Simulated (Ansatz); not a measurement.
**C2H9FN2Si: two geometries relaxed**

Aim: relax the geometries before and after the inversion of the pyramid at N5, and see whether they are two minima and how far apart in energy. SMILES of the start: CC(F)[SiH](N)N.

All numbers below are computed with Ansatz 0.2.0 (RKS PBE0/def2-SVP).

**1. Starting point**

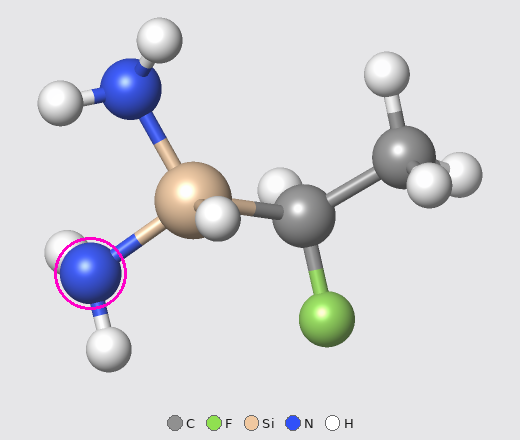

The starting structure, seen from a free direction (carbon grey, fluorine green, silicon light orange, nitrogen blue, hydrogen white). Ringed: N5.

Structure file:

```xyz
15

C     0.5203   -2.1383   -0.0764
C     0.5710   -0.6893   -0.6562
F     0.2575   -0.7603   -2.0069
Si   -0.4731    0.5990    0.0997
N    -0.5033    2.1065   -0.6433
N    -0.0796    1.1660    1.6256
H    -0.5102   -2.4984   -0.2157
H     1.1937   -2.7458   -0.6282
H     0.7245   -2.1049    1.0199
H     1.6158   -0.3469   -0.5566
H    -1.9670    0.1773    0.2252
H     0.4748    2.4551   -0.5949
H    -0.7908    2.0345   -1.6262
H    -0.5842    0.6215    2.3601
H    -0.4714    2.0734    1.7033
```

**2. Relaxing end A**

File input.yaml:

```yaml
crystal:
  periodic: [false, false, false]
  atoms:
    - { symbol: C, position_ang: [0.5203, -2.1383, -0.0764] }
    - { symbol: C, position_ang: [0.571, -0.6893, -0.6562] }
    - { symbol: F, position_ang: [0.2575, -0.7603, -2.0069] }
    - { symbol: Si, position_ang: [-0.4731, 0.599, 0.0997] }
    - { symbol: "N", position_ang: [-0.5033, 2.1065, -0.6433] }
    - { symbol: "N", position_ang: [-0.0796, 1.166, 1.6256] }
    - { symbol: H, position_ang: [-0.5102, -2.4984, -0.2157] }
    - { symbol: H, position_ang: [1.1937, -2.7458, -0.6282] }
    - { symbol: H, position_ang: [0.7245, -2.1049, 1.0199] }
    - { symbol: H, position_ang: [1.6158, -0.3469, -0.5566] }
    - { symbol: H, position_ang: [-1.967, 0.1773, 0.2252] }
    - { symbol: H, position_ang: [0.4748, 2.4551, -0.5949] }
    - { symbol: H, position_ang: [-0.7908, 2.0345, -1.6262] }
    - { symbol: H, position_ang: [-0.5842, 0.6215, 2.3601] }
    - { symbol: H, position_ang: [-0.4714, 2.0734, 1.7033] }
basis:
  gaussian: { orbitals: def2-SVP }
hamiltonian:
  xc: pbe0
relax:
  f_tol: 0.015
  max_steps: 40
output:
  orbitals: {}
```

On the command line:

```console
> ansatz run input.yaml --threads 2 --pin off --max-ram 3072MiB --backend cpu --events-out ev --progress --plain --runs-dir out
```

Standard output, shortened:

```text
Warning: RAYON_NUM_THREADS=2 ignored (pool sized by the plan → 2); use --threads N
[...]
Functional definition: PBE0
[...]
1454 factors; integrals over basis functions are off by at most 4.5e-4 eV
[...]
mean field -15775.42192632 eV, -579.7360628272 hartree, gradient 6.6e-5 eV, S^2 0.000000; 0 other end points of the search recorded, 0 dependent functions left out
[...]
reference -15775.42195573 eV, -579.7360639080 hartree; 29, 29 occupied and 104, 104 virtual orbitals, 1454 factors
relax step   1: F+E_penalty+E_count = -15775.42192632 eV  Δ(F+E_penalty+E_count) = +0.000e0 eV  max|allowed force component| = 3.461e0 eV/Å  Δτ_max = 0.0000 Å  (26 SCF iters, accepted)
[...]
relax step   4: F+E_penalty+E_count = -15776.28053903 eV  Δ(F+E_penalty+E_count) = -7.653e-2 eV  max|allowed force component| = 2.791e-1 eV/Å  Δτ_max = 0.0991 Å  (28 SCF iters, accepted)
[...]
relax step   7: F+E_penalty+E_count = -15776.31763526 eV  Δ(F+E_penalty+E_count) = +3.503e-5 eV  max|allowed force component| = 2.595e-1 eV/Å  Δτ_max = 0.2000 Å  (28 SCF iters, rejected (line search))
[...]
relax step  10: F+E_penalty+E_count = -15776.33549064 eV  Δ(F+E_penalty+E_count) = -2.243e-3 eV  max|allowed force component| = 5.950e-2 eV/Å  Δτ_max = 0.0500 Å  (28 SCF iters, accepted)
[...]
relax step  11: F+E_penalty+E_count = -15776.33580773 eV  Δ(F+E_penalty+E_count) = -3.171e-4 eV  max|allowed force component| = 8.175e-2 eV/Å  Δτ_max = 0.0500 Å  (28 SCF iters, accepted)
[...]
reference -15776.33622387 eV, -579.7696626426 hartree; 29, 29 occupied and 104, 104 virtual orbitals, 1454 factors
Total energy: -15776.33622387 eV, -579.7696626426 hartree
Atom 0 at     0.441997    -2.035557     0.077108 Å, force     0.000624    -0.002324     0.001991 eV/Å
Atom 1 at     0.593030    -0.699117    -0.614980 Å, force     0.013751     0.004581    -0.003524 eV/Å
Atom 2 at     0.317766    -0.868359    -1.976404 Å, force    -0.004016     0.000062     0.002632 eV/Å
Atom 3 at    -0.575073     0.687971    -0.015642 Å, force    -0.009190    -0.013095     0.010149 eV/Å
Atom 4 at    -0.453604     2.196326    -0.838735 Å, force     0.011484     0.006689    -0.003863 eV/Å
Atom 5 at    -0.150607     0.984027     1.635646 Å, force    -0.000212    -0.000757    -0.014705 eV/Å
Atom 6 at    -0.599908    -2.390470     0.038001 Å, force    -0.004153     0.000599     0.000703 eV/Å
Atom 7 at     1.076968    -2.796295    -0.404312 Å, force    -0.000495     0.000041    -0.001130 eV/Å
Atom 8 at     0.744482    -1.966356     1.133932 Å, force     0.001453     0.000945     0.001929 eV/Å
Atom 9 at     1.643714    -0.360072    -0.537575 Å, force     0.002810    -0.001521    -0.001385 eV/Å
Atom 10 at    -1.963028     0.203071    -0.315254 Å, force    -0.001527     0.003582    -0.001337 eV/Å
Atom 11 at     0.419240     2.712627    -0.835747 Å, force    -0.005895    -0.001238     0.000715 eV/Å
Atom 12 at    -0.952896     2.323702    -1.711307 Å, force    -0.000714    -0.001947     0.006900 eV/Å
Atom 13 at     0.049508     0.217096     2.267218 Å, force    -0.000828    -0.000917    -0.004536 eV/Å
Atom 14 at    -0.613588     1.740807     2.127451 Å, force    -0.003091     0.005299     0.005462 eV/Å
Dipole moment:     0.116090     0.137671     0.375247 e Å
```

Run time: 46 s. Hardware: 2 threads of Arm Neoverse V2, shared host; peak memory 0.37 GiB.

The steps of the relaxation:

| step | energy from step 1 (eV) | largest force component (eV/Å) |
| --- | --- | --- |
| 1 | 0.0000 | 3.4607 |
| 2 | -0.6786 | 1.5283 |
| 3 | -0.7821 | 0.8135 |
| 4 | -0.8586 | 0.2791 |
| 5 | -0.8795 | 0.2057 |
| 6 | -0.8957 | 0.6154 |
| 7x | -0.8957 | 0.2595 |
| 8 | -0.9113 | 0.0588 |
| 9x | -0.9012 | 0.4375 |
| 10 | -0.9136 | 0.0595 |
| 11 | -0.9139 | 0.0817 |
| 12 | -0.9143 | 0.0147 |

Step 1 is the start. 2 steps were tried and not accepted (marked x).

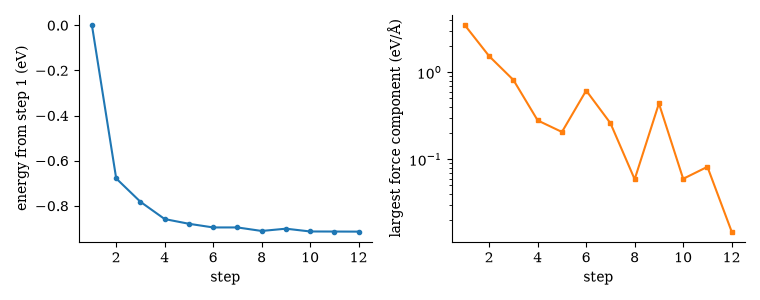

Energy and largest force along the relaxation.

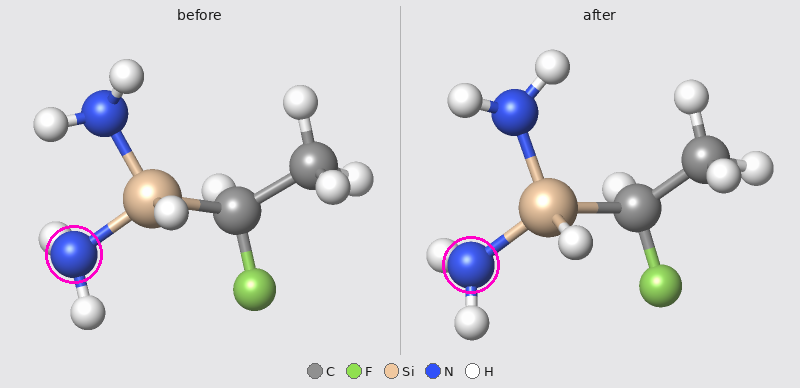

The structure before (left) and after (right), drawn at the same scale.

After: Bond lengths: C1–C2 1.513 Å, C2–F3 1.399 Å, C2–Si4 1.910 Å, Si4–N5 1.723 Å, Si4–N6 1.730 Å, C1–H7 1.101 Å, C1–H8 1.102 Å, C1–H9 1.101 Å, C2–H10 1.107 Å, Si4–H11 1.500 Å, N5–H12 1.014 Å, N5–H13 1.013 Å, N6–H14 1.013 Å, N6–H15 1.014 Å. Angles (14 of 24 angles, heavy atoms first): C1–C2–F3 108.6°, C1–C2–Si4 115.9°, F3–C2–Si4 105.8°, C2–Si4–N5 116.3°, C2–Si4–N6 105.9°, N5–Si4–N6 106.8°, C1–C2–H10 109.5°, F3–C2–H10 107.0°, Si4–C2–H10 109.6°, C2–C1–H7 111.3°, C2–C1–H8 110.6°, C2–C1–H9 110.9°, C2–Si4–H11 105.6°, N5–Si4–H11 104.6°.

**3. End point B**

The second end starts from a geometry with the move made by hand.

Changes to input.yaml since step 2:

```diff
@@ -14,4 +14,4 @@
     - { symbol: H, position_ang: [-1.967, 0.1773, 0.2252] }
-    - { symbol: H, position_ang: [0.4748, 2.4551, -0.5949] }
-    - { symbol: H, position_ang: [-0.7908, 2.0345, -1.6262] }
+    - { symbol: H, position_ang: [-0.29195, 2.78832, 0.11234] }
+    - { symbol: H, position_ang: [-1.42856, 2.31166, -1.03794] }
     - { symbol: H, position_ang: [-0.5842, 0.6215, 2.3601] }
@@ -25,3 +25 @@
   max_steps: 40
-output:
-  orbitals: {}
```

On the command line:

```console
> ansatz run input.yaml --threads 2 --pin off --max-ram 3072MiB --backend cpu --events-out ev --progress --plain --runs-dir out
```

Standard output:

```text
Warning: RAYON_NUM_THREADS=2 ignored (pool sized by the plan → 2); use --threads N
The last accepted step is kept in <dir> (removed where the run ends without a failure and the disk answers)
Engine: ansatz 0.2.0, aarch64-unknown-linux-gnu
[... 1 set-up line as earlier in the session ...]
  parameter a = 0.25
  parameter kappa = 0.804
  parameter beta = 0.06672455060314922
  exchange = (1 - a)*pbe_x(kappa = kappa, mu = beta*pi^2/3) + a*exact_x
  correlation = pbe_c(beta = beta)
1454 factors; integrals over basis functions are off by at most 4.4e-4 eV
mean field evaluation 1: about -15763.6804 eV, gradient 7.5e1 eV
mean field evaluation 2: about -15757.4441 eV, gradient 8.9e1 eV
mean field evaluation 4: about -15775.0544 eV, gradient 3.0e0 eV
mean field evaluation 8: about -15775.0986 eV, gradient 9.5e-2 eV
mean field evaluation 16: about -15775.0986 eV, gradient 1.7e-5 eV
mean field -15775.09863559 eV, -579.7241821121 hartree, gradient 1.7e-5 eV, S^2 0.000000; 0 other end points of the search recorded, 0 dependent functions left out
the calculation of the forces begins
reference -15775.09866487 eV, -579.7241831882 hartree; 29, 29 occupied and 104, 104 virtual orbitals, 1454 factors
relax step   1: F+E_penalty+E_count = -15775.09863559 eV  Δ(F+E_penalty+E_count) = +0.000e0 eV  max|allowed force component| = 3.602e0 eV/Å  Δτ_max = 0.0000 Å  (27 SCF iters, accepted)
these checks for a lower state are left out or cut short: starts, cluster_reference, orbital_swaps, neighbouring_geometries, increment
1454 factors; integrals over basis functions are off by at most 4.4e-4 eV
mean field -15775.90753350 eV, -579.7539085619 hartree, gradient 1.5e-5 eV, S^2 0.000000; 0 other end points of the search recorded, 0 dependent functions left out
the calculation of the forces begins
reference -15775.90756280 eV, -579.7539096388 hartree; 29, 29 occupied and 104, 104 virtual orbitals, 1454 factors
relax step   2: F+E_penalty+E_count = -15775.90753350 eV  Δ(F+E_penalty+E_count) = -8.089e-1 eV  max|allowed force component| = 1.398e0 eV/Å  Δτ_max = 0.1950 Å  (27 SCF iters, accepted)
these checks for a lower state are left out or cut short: starts, cluster_reference, orbital_swaps, neighbouring_geometries, increment
1454 factors; integrals over basis functions are off by at most 4.4e-4 eV
mean field -15776.07620244 eV, -579.7601070313 hartree, gradient 1.8e-5 eV, S^2 0.000000; 0 other end points of the search recorded, 0 dependent functions left out
the calculation of the forces begins
reference -15776.07623210 eV, -579.7601081212 hartree; 29, 29 occupied and 104, 104 virtual orbitals, 1454 factors
relax step   3: F+E_penalty+E_count = -15776.07620244 eV  Δ(F+E_penalty+E_count) = -1.687e-1 eV  max|allowed force component| = 7.878e-1 eV/Å  Δτ_max = 0.2000 Å  (27 SCF iters, accepted)
these checks for a lower state are left out or cut short: starts, cluster_reference, orbital_swaps, neighbouring_geometries, increment
1454 factors; integrals over basis functions are off by at most 4.4e-4 eV
mean field evaluation 32: about -15775.9737 eV, gradient 7.9e0 eV
mean field -15776.18477420 eV, -579.7640969699 hartree, gradient 1.3e-5 eV, S^2 0.000000; 0 other end points of the search recorded, 0 dependent functions left out
the calculation of the forces begins
reference -15776.18480384 eV, -579.7640980591 hartree; 29, 29 occupied and 104, 104 virtual orbitals, 1454 factors
relax step   4: F+E_penalty+E_count = -15776.18477420 eV  Δ(F+E_penalty+E_count) = -1.086e-1 eV  max|allowed force component| = 5.612e-1 eV/Å  Δτ_max = 0.1632 Å  (27 SCF iters, accepted)
these checks for a lower state are left out or cut short: starts, cluster_reference, orbital_swaps, neighbouring_geometries, increment
1454 factors; integrals over basis functions are off by at most 4.0e-4 eV
mean field -15776.25009348 eV, -579.7664974091 hartree, gradient 9.4e-6 eV, S^2 0.000000; 0 other end points of the search recorded, 0 dependent functions left out
the calculation of the forces begins
reference -15776.25012290 eV, -579.7664984902 hartree; 29, 29 occupied and 104, 104 virtual orbitals, 1454 factors
relax step   5: F+E_penalty+E_count = -15776.25009348 eV  Δ(F+E_penalty+E_count) = -6.532e-2 eV  max|allowed force component| = 3.328e-1 eV/Å  Δτ_max = 0.1998 Å  (28 SCF iters, accepted)
these checks for a lower state are left out or cut short: starts, cluster_reference, orbital_swaps, neighbouring_geometries, increment
1454 factors; integrals over basis functions are off by at most 4.1e-4 eV
mean field -15776.29742641 eV, -579.7682368623 hartree, gradient 1.5e-5 eV, S^2 0.000000; 0 other end points of the search recorded, 0 dependent functions left out
the calculation of the forces begins
reference -15776.29745558 eV, -579.7682379340 hartree; 29, 29 occupied and 104, 104 virtual orbitals, 1454 factors
relax step   6: F+E_penalty+E_count = -15776.29742641 eV  Δ(F+E_penalty+E_count) = -4.733e-2 eV  max|allowed force component| = 7.144e-1 eV/Å  Δτ_max = 0.2000 Å  (27 SCF iters, accepted)
these checks for a lower state are left out or cut short: starts, cluster_reference, orbital_swaps, neighbouring_geometries, increment
1452 factors; integrals over basis functions are off by at most 4.1e-4 eV
mean field -15776.25441180 eV, -579.7666561043 hartree, gradient 2.1e-5 eV, S^2 0.000000; 0 other end points of the search recorded, 0 dependent functions left out
the calculation of the forces begins
reference -15776.25444063 eV, -579.7666571639 hartree; 29, 29 occupied and 104, 104 virtual orbitals, 1452 factors
relax step   7: F+E_penalty+E_count = -15776.25441180 eV  Δ(F+E_penalty+E_count) = +4.301e-2 eV  max|allowed force component| = 8.093e-1 eV/Å  Δτ_max = 0.2000 Å  (27 SCF iters, rejected (line search))
these checks for a lower state are left out or cut short: starts, cluster_reference, orbital_swaps, neighbouring_geometries, increment
1453 factors; integrals over basis functions are off by at most 4.1e-4 eV
mean field evaluation 64: about -15776.3290 eV, gradient 6.6e-4 eV
mean field -15776.32903821 eV, -579.7693985744 hartree, gradient 1.7e-5 eV, S^2 0.000000; 0 other end points of the search recorded, 0 dependent functions left out
the calculation of the forces begins
reference -15776.32906695 eV, -579.7693996304 hartree; 29, 29 occupied and 104, 104 virtual orbitals, 1453 factors
relax step   8: F+E_penalty+E_count = -15776.32903821 eV  Δ(F+E_penalty+E_count) = -3.161e-2 eV  max|allowed force component| = 2.899e-1 eV/Å  Δτ_max = 0.1000 Å  (28 SCF iters, accepted)
these checks for a lower state are left out or cut short: starts, cluster_reference, orbital_swaps, neighbouring_geometries, increment
1453 factors; integrals over basis functions are off by at most 4.1e-4 eV
mean field -15776.31760000 eV, -579.7689782278 hartree, gradient 2.5e-5 eV, S^2 0.000000; 0 other end points of the search recorded, 0 dependent functions left out
the calculation of the forces begins
reference -15776.31762876 eV, -579.7689792846 hartree; 29, 29 occupied and 104, 104 virtual orbitals, 1453 factors
relax step   9: F+E_penalty+E_count = -15776.31760000 eV  Δ(F+E_penalty+E_count) = +1.144e-2 eV  max|allowed force component| = 4.580e-1 eV/Å  Δτ_max = 0.0999 Å  (28 SCF iters, rejected (line search))
these checks for a lower state are left out or cut short: starts, cluster_reference, orbital_swaps, neighbouring_geometries, increment
1453 factors; integrals over basis functions are off by at most 4.1e-4 eV
mean field -15776.33564028 eV, -579.7696411960 hartree, gradient 1.6e-5 eV, S^2 0.000000; 0 other end points of the search recorded, 0 dependent functions left out
the calculation of the forces begins
reference -15776.33566902 eV, -579.7696422519 hartree; 29, 29 occupied and 104, 104 virtual orbitals, 1453 factors
relax step  10: F+E_penalty+E_count = -15776.33564028 eV  Δ(F+E_penalty+E_count) = -6.602e-3 eV  max|allowed force component| = 4.101e-2 eV/Å  Δτ_max = 0.0435 Å  (28 SCF iters, accepted)
these checks for a lower state are left out or cut short: starts, cluster_reference, orbital_swaps, neighbouring_geometries, increment
1454 factors; integrals over basis functions are off by at most 4.1e-4 eV
mean field -15776.33605127 eV, -579.7696562995 hartree, gradient 1.3e-5 eV, S^2 0.000000; 0 other end points of the search recorded, 0 dependent functions left out
the calculation of the forces begins
reference -15776.33608001 eV, -579.7696573558 hartree; 29, 29 occupied and 104, 104 virtual orbitals, 1454 factors
relax step  11: F+E_penalty+E_count = -15776.33605127 eV  Δ(F+E_penalty+E_count) = -4.110e-4 eV  max|allowed force component| = 5.034e-2 eV/Å  Δτ_max = 0.0253 Å  (30 SCF iters, accepted)
these checks for a lower state are left out or cut short: starts, cluster_reference, orbital_swaps, neighbouring_geometries, increment
1453 factors; integrals over basis functions are off by at most 4.1e-4 eV
mean field -15776.33618001 eV, -579.7696610305 hartree, gradient 9.2e-6 eV, S^2 0.000000; 0 other end points of the search recorded, 0 dependent functions left out
the calculation of the forces begins
reference -15776.33620877 eV, -579.7696620875 hartree; 29, 29 occupied and 104, 104 virtual orbitals, 1453 factors
relax step  12: F+E_penalty+E_count = -15776.33618001 eV  Δ(F+E_penalty+E_count) = -1.287e-4 eV  max|allowed force component| = 4.895e-2 eV/Å  Δτ_max = 0.0066 Å  (23 SCF iters, accepted)
these checks for a lower state are left out or cut short: starts, cluster_reference, orbital_swaps, neighbouring_geometries, increment
1453 factors; integrals over basis functions are off by at most 4.1e-4 eV
mean field evaluation 96: about -15776.3363 eV, gradient 9.6e-4 eV
mean field -15776.33627935 eV, -579.7696646815 hartree, gradient 6.9e-6 eV, S^2 0.000000; 0 other end points of the search recorded, 0 dependent functions left out
the calculation of the forces begins
reference -15776.33630811 eV, -579.7696657384 hartree; 29, 29 occupied and 104, 104 virtual orbitals, 1453 factors
relax step  13: F+E_penalty+E_count = -15776.33627935 eV  Δ(F+E_penalty+E_count) = -9.935e-5 eV  max|allowed force component| = 1.317e-2 eV/Å  Δτ_max = 0.0115 Å  (23 SCF iters, accepted)
1453 factors; integrals over basis functions are off by at most 4.1e-4 eV
mean field -15776.33627935 eV, -579.7696646815 hartree, gradient 6.9e-6 eV, S^2 0.000000; 1 other end points of the search recorded, 0 dependent functions left out
the calculation of the forces begins
reference -15776.33630811 eV, -579.7696657384 hartree; 29, 29 occupied and 104, 104 virtual orbitals, 1453 factors
Total energy: -15776.33630811 eV, -579.7696657384 hartree
Atom 0 at     0.483994    -1.958660     0.037096 Å, force    -0.001556    -0.001392    -0.003851 eV/Å
Atom 1 at     0.500851    -0.588465    -0.603954 Å, force    -0.004305    -0.002828     0.004944 eV/Å
Atom 2 at     0.142775    -0.719770    -1.950107 Å, force     0.003233    -0.005236    -0.002340 eV/Å
Atom 3 at    -0.711454     0.690806     0.131267 Å, force     0.000097     0.010700    -0.001772 eV/Å
Atom 4 at    -0.708271     2.250208    -0.600940 Å, force    -0.006647    -0.012382     0.013172 eV/Å
Atom 5 at    -0.227712     0.911871     1.777829 Å, force    -0.000865    -0.000483     0.000081 eV/Å
Atom 6 at    -0.534025    -2.378983     0.057795 Å, force     0.000242     0.000957    -0.000713 eV/Å
Atom 7 at     1.126745    -2.656993    -0.522351 Å, force    -0.000119     0.000960     0.000769 eV/Å
Atom 8 at     0.860552    -1.911231     1.071140 Å, force     0.001030    -0.000051    -0.001606 eV/Å
Atom 9 at     1.530447    -0.183465    -0.581503 Å, force     0.003720     0.000927     0.000110 eV/Å
Atom 10 at    -2.083871     0.147860    -0.138307 Å, force     0.000139     0.000940    -0.000148 eV/Å
Atom 11 at     0.133086     2.815568    -0.606348 Å, force     0.004789     0.004753    -0.002057 eV/Å
Atom 12 at    -1.265230     2.407613    -1.432232 Å, force    -0.001313     0.001739    -0.007146 eV/Å
Atom 13 at     0.030772     0.118632     2.353326 Å, force     0.000467     0.001301    -0.000805 eV/Å
Atom 14 at    -0.705169     1.614789     2.332190 Å, force     0.001088     0.000094     0.001360 eV/Å
Dipole moment:     0.127102     0.130561     0.376244 e Å
```

It took 51 s on 2 threads of Arm Neoverse V2, shared host; peak memory 0.35 GiB.

Step by step:

| step | energy from step 1 (eV) | largest force component (eV/Å) |
| --- | --- | --- |
| 1 | 0.0000 | 3.6024 |
| 2 | -0.8089 | 1.3975 |
| 3 | -0.9776 | 0.7878 |
| 4 | -1.0861 | 0.5612 |
| 5 | -1.1515 | 0.3328 |
| 6 | -1.1988 | 0.7144 |
| 7x | -1.1558 | 0.8093 |
| 8 | -1.2304 | 0.2899 |
| 9x | -1.2190 | 0.4580 |
| 10 | -1.2370 | 0.0410 |
| 11 | -1.2374 | 0.0503 |
| 12 | -1.2375 | 0.0490 |
| 13 | -1.2376 | 0.0132 |

Step 1 is the start. 2 steps were tried and not accepted (marked x).

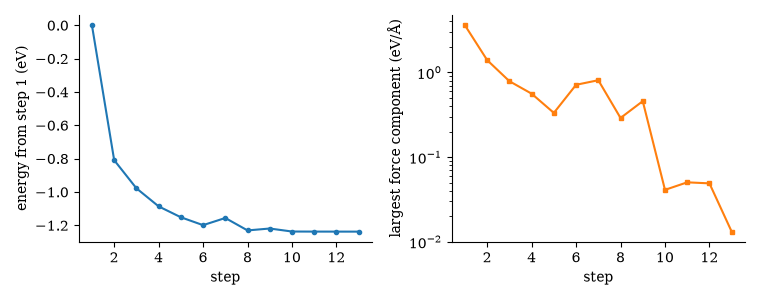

How energy and force went from step to step.

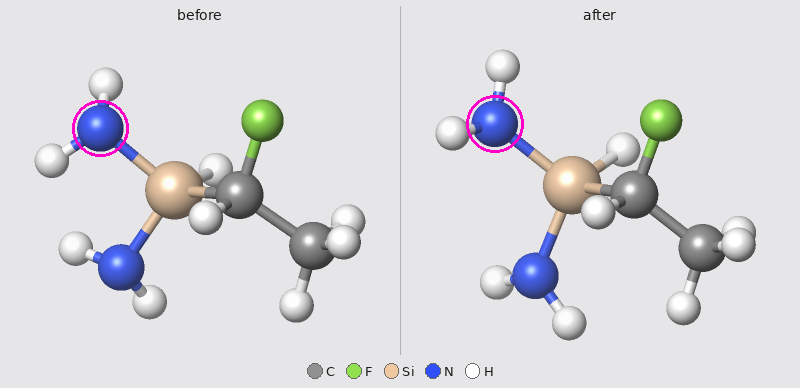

Before and after, at one scale.

After: Bond lengths: C1–C2 1.513 Å, C2–F3 1.399 Å, C2–Si4 1.910 Å, Si4–N5 1.723 Å, Si4–N6 1.730 Å, C1–H7 1.102 Å, C1–H8 1.102 Å, C1–H9 1.101 Å, C2–H10 1.107 Å, Si4–H11 1.500 Å, N5–H12 1.014 Å, N5–H13 1.013 Å, N6–H14 1.014 Å, N6–H15 1.015 Å. Angles (14 of 24 angles, heavy atoms first): C1–C2–F3 108.7°, C1–C2–Si4 115.9°, F3–C2–Si4 105.7°, C2–Si4–N5 116.2°, C2–Si4–N6 105.9°, N5–Si4–N6 106.8°, C1–C2–H10 109.5°, F3–C2–H10 107.0°, Si4–C2–H10 109.7°, C2–C1–H7 111.3°, C2–C1–H8 110.6°, C2–C1–H9 110.8°, C2–Si4–H11 105.6°, N5–Si4–H11 104.6°.

**4. Results**

| quantity | value |
| --- | --- |
| end A | 9 moves, 0.914 eV lower |
| end B | 10 moves, 1.238 eV lower |
| largest difference between the ends | 0.04 Å |
| end B relative to end A | -0.000 eV |

In words: Both starts fell into the same minimum (no atom differs by more than 0.04 Å), so from this start no second minimum was found and no band was run; another arrangement could still be one.
